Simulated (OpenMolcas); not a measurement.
**GeSiH3ClO (SMILES [SiH3][O][Ge][Cl]): levels of theory compared**

Wanted: a comparison of 6 runs (HF/STO-3G, BLYP/cc-pVDZ, PBE/cc-pVDZ, SVWN5/cc-pVDZ, revPBE/cc-pVDZ, MP2/cc-pVDZ) of GeSiH3ClO. 

The results are computed with OpenMolcas 26.06.

## Step 1: The molecule

GeSiH3ClO has 7 atoms, charge 0, and is taken as a singlet. SMILES: `[SiH3][O][Ge][Cl]`. The Si1–H5 distance was set to 3.264 Å, away from the relaxed value. At this shape a bond of the SMILES string is far longer than usual.

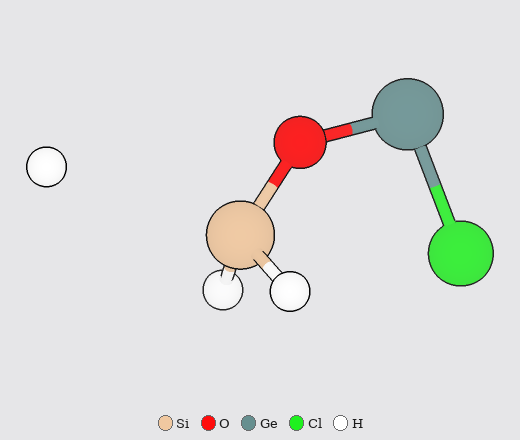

The structure, seen from a chosen angle (silicon light orange, oxygen red, germanium teal, chlorine green, hydrogen white).

## Step 2: The energy at HF/STO-3G (run 1)

Input file calc.inp:

```
&GATEWAY
  BasLib
  $CurrDir
  BasisSet
  Si.STO-3G....
  Si1 -0.549401 0.206760 0.942321 angstrom
  End of Basis
  BasisSet
  O.STO-3G....
  O2 -0.299301 -1.416940 1.142721 angstrom
  End of Basis
  BasisSet
  Ge.STO-3G....
  Ge3 -0.657201 -2.673340 2.333421 angstrom
  End of Basis
  BasisSet
  Cl.STO-3G....
  Cl4 -1.725601 -1.452540 3.834121 angstrom
  End of Basis
  BasisSet
  H.STO-3G....
  H5 0.795900 1.045400 -1.911300 angstrom
  H6 -2.002701 0.507660 0.913221 angstrom
  H7 0.096899 0.970360 2.038921 angstrom
  End of Basis

&SEWARD

&SCF
  Thresholds
  1e-10 1e-07 1e-07 1e-05
  PrOrbitals
  1 1
```

The basis set STO-3G is read from a file made from the Basis Set Exchange's data (not shown).

Command:

```bash
$ export MOLCAS_MEM=1860
$ pymolcas calc.inp > calc.log
```

What it wrote:

```text
--- Start Module: gateway ---
[...]
--- Stop Module: gateway /rc=_RC_ALL_IS_WELL_ ---
--- Start Module: seward ---
[...]
      Basis functions           44
--- Stop Module: seward /rc=_RC_ALL_IS_WELL_ ---
--- Start Module: scf ---
[...]
       Convergence after  15 Iterations
[...]
::    Total SCF energy                              -2867.2780282071
[...]
      Total spin, S                                     0.0000000000
[...]
      Total electronic charge=   74.000000
      Total            charge=   -0.000000
[...]
      Dipole Moment (debye):
      Origin of the operator (angstrom)=   -0.8352   -1.6855    2.2597
                   X=  4.3037E-01               Y= -1.4752E+00               Z= -2.0805E-01           Total=  1.5507E+00
      Quadrupole Moment (debye*angstrom):
[...]
--- Stop Module: scf /rc=_RC_ALL_IS_WELL_ ---
[...]
```

It took 1.4 s on 1 thread of Intel Xeon 6975P-C (Granite Rapids), shared host; peak memory 0.38 GiB.

## Step 3: The energy at BLYP/cc-pVDZ (run 2)

Input file run.inp:

```
>>> EXPORT MOLCAS_PRINT=2

&GATEWAY
  BASLIB = $CurrDir
  COORD
  7
  bohr
  Si    -1.03821742     0.39071977     1.78072861
  O     -0.56559692    -2.67762854     2.15942973
  Ge    -1.24192990    -5.05188044     4.40952662
  Cl    -3.26091329    -2.74490279     7.24543862
  H      1.50403302     1.97551969    -3.61183354
  H     -3.78455640     0.95933836     1.72573758
  H      0.18311257     1.83371464     3.85300228
  BASIS = cc-pVDZ
  GROUP = NoSym

&SEWARD
  GRIDINPUT
  Grid=UltraFine
  End of Grid

&SCF
  KSDFT = BLYP
  THRESHOLDS = 1e-10 1e-07 1e-07 1e-05
  PRORBITALS = 1
```

The basis set cc-pVDZ is read from a file made from the Basis Set Exchange's data (not shown).

Command:

```bash
$ export MOLCAS_MEM=1860
$ pymolcas run.inp > run.log
```

What it wrote:

```text
--- Start Module: gateway ---
[...]
--- Stop Module: gateway /rc=_RC_ALL_IS_WELL_ ---
--- Start Module: seward ---
[...]
      Basis functions           92
--- Stop Module: seward /rc=_RC_ALL_IS_WELL_ ---
[...]
--- Start Module: scf ---
[...]
       Convergence after  28 Iterations
[...]
::    Total KS-DFT energy                           -2903.6858824667
[...]
      Total spin, S                                     0.0000000000
[...]
      Total electronic charge=   74.000000
      Total            charge=   -0.000000
[...]
      Dipole Moment (debye):
      Origin of the operator (angstrom)=   -0.8352   -1.6855    2.2597
                   X= -5.9860E-01               Y= -2.0596E+00               Z=  1.9603E+00           Total=  2.9057E+00
      Quadrupole Moment (debye*angstrom):
[...]
--- Stop Module: scf /rc=_RC_ALL_IS_WELL_ ---
[...]
```

It took 35 s on 1 thread of Intel Xeon 6975P-C (Granite Rapids), shared host; peak memory 0.51 GiB.

Runs 3 to 5 aren't shown in full; the table further down has their settings and results.

## Step 4: A single-point energy at MP2/cc-pVDZ (run 6)

Input file run.input:

```
>>> EXPORT MOLCAS_PRINT=2
&GATEWAY
BASLIB = $CurrDir
COORD
7
bohr
Si    -1.03821742     0.39071977     1.78072861
O     -0.56559692    -2.67762854     2.15942973
Ge    -1.24192990    -5.05188044     4.40952662
Cl    -3.26091329    -2.74490279     7.24543862
H      1.50403302     1.97551969    -3.61183354
H     -3.78455640     0.95933836     1.72573758
H      0.18311257     1.83371464     3.85300228
BASIS = cc-pVDZ
GROUP = NoSym
&SEWARD
&SCF
THRESHOLDS = 1e-10 1e-07 1e-07 1e-05
PRORBITALS = 1
&MBPT2
FROZEN = 20
```

The basis set cc-pVDZ is read from a file made from the Basis Set Exchange's data (not shown).

Command:

```bash
$ export MOLCAS_MEM=1860
$ pymolcas run.input > run.log
```

What it wrote:

```text
--- Start Module: gateway ---
[...]
--- Stop Module: gateway /rc=_RC_ALL_IS_WELL_ ---
[...]
      Basis functions           92
[...]
--- Start Module: scf ---
[...]
       Convergence after  15 Iterations
[...]
::    Total SCF energy                              -2900.2914610456
[...]
      Total spin, S                                     0.0000000000
[...]
      Total electronic charge=   74.000000
      Total            charge=   -0.000000
[...]
      Dipole Moment (debye):
      Origin of the operator (angstrom)=   -0.8352   -1.6855    2.2597
                   X= -1.0152E+00               Y= -2.6294E+00               Z=  2.9711E+00           Total=  4.0953E+00
      Quadrupole Moment (debye*angstrom):
[...]
--- Stop Module: scf /rc=_RC_ALL_IS_WELL_ ---
[...]
--- Start Module: mbpt2 ---
[...]
WARNING!
Default frozen orbitals as non valence orbitals is overwritten by user input.
Default values:  22
[...]
       Reference weight ( Cref**2 )         =        0.80555
::    Total MBPT2 energy                            -2900.8241537676
[...]
      Total MBPT2 calculations                           0.25      0.30
--- Stop Module: mbpt2 /rc=_RC_ALL_IS_WELL_ ---
[...]
```

It took 6.6 s on 1 thread of Intel Xeon 6975P-C (Granite Rapids), shared host; peak memory 0.51 GiB.

## Step 5: All runs side by side

| run | level | integration grid | frozen core orbitals | energy (Eh) | dipole moment (D) of the reference | HOMO energy (eV) | LUMO energy (eV) | wall time |
| --- | --- | --- | --- | --- | --- | --- | --- | --- |
| 1 | HF/STO-3G | – | – | -2867.278028 | 1.55 | -4.01 | 2.20 | 1.4 s |
| 2 | BLYP/cc-pVDZ | UltraFine | – | -2903.685882 | 2.91 | -5.28 | -3.93 | 35 s |
| 3 | PBE/cc-pVDZ | UltraFine | – | -2902.907118 | 2.73 | -5.44 | -4.05 | 30 s |
| 4 | SVWN5/cc-pVDZ | UltraFine | – | -2897.300034 | 2.43 | -5.51 | -4.11 | 22 s |
| 5 | revPBE/cc-pVDZ | UltraFine | – | -2903.312718 | 2.84 | -5.41 | -4.03 | 32 s |
| 6 | MP2/cc-pVDZ | – | 20 | -2900.824154 | 4.10 | -7.75 | -0.54 | 6.6 s |

## Step 6: Results

| quantity | value |
| --- | --- |
| run 6: total energy | -2900.82415 Eh |
| run 6: dipole moment (mean-field density) | 4.10 D |
| run 6: HOMO energy (Hartree–Fock orbitals) | -7.75 eV |
| run 6: LUMO energy (Hartree–Fock orbitals) | -0.54 eV |
| run 6: HOMO–LUMO gap (Hartree–Fock orbitals) | 7.20 eV |
| run 6: correlation energy (20 core orbitals frozen) | -532.7 mEh |

Over runs 1, 2, 3, 4, 5 the dipole moment (its size) runs from 1.55 D (HF/STO-3G) to 2.91 D (BLYP/cc-pVDZ). The two ends differ in method and basis. Over runs 1, 2, 3, 4, 5 the HOMO–LUMO gap runs from 1.35 eV (BLYP/cc-pVDZ) to 6.21 eV (HF/STO-3G). Totals of different functionals can't be ranked against each other. In run 1 the basis is minimal, so the values are rough. In runs 1, 2, 3, 4, 5, 6 a closed-shell determinant meets a far-stretched bond, which it describes badly. All runs together took 2.1 min, the longest 35 s.
